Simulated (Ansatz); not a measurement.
The starting structures come from a database of crystals and need not be the phases stable at ambient conditions.

 Where the default PAW files enter, the runs use the earlier of Ansatz's two default sets.

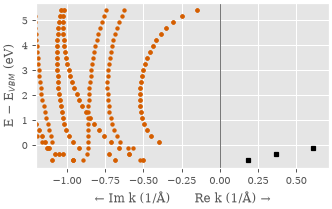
*Complex bands at the centre of the two-dimensional zone; r2SCAN in Ansatz (a program for electronic structure)*

No gap correction and no spin-orbit coupling; mid-gap values are interpolated between computed energies.

Question: This is TlAsF6 (R-3, not sure to be the ambient phase, 8 atoms a cell, 16.2 Å³ an atom, -4 GPa at this level) along the normal of (110). Read off the slowest decay at the centre of the two-dimensional zone at 2.52 eV, the computed energy nearest the middle of the gap.

Answer: κ ≈ 0.52 1/Å, a decay length 1/(2κ) of the density of 0.97 Å.
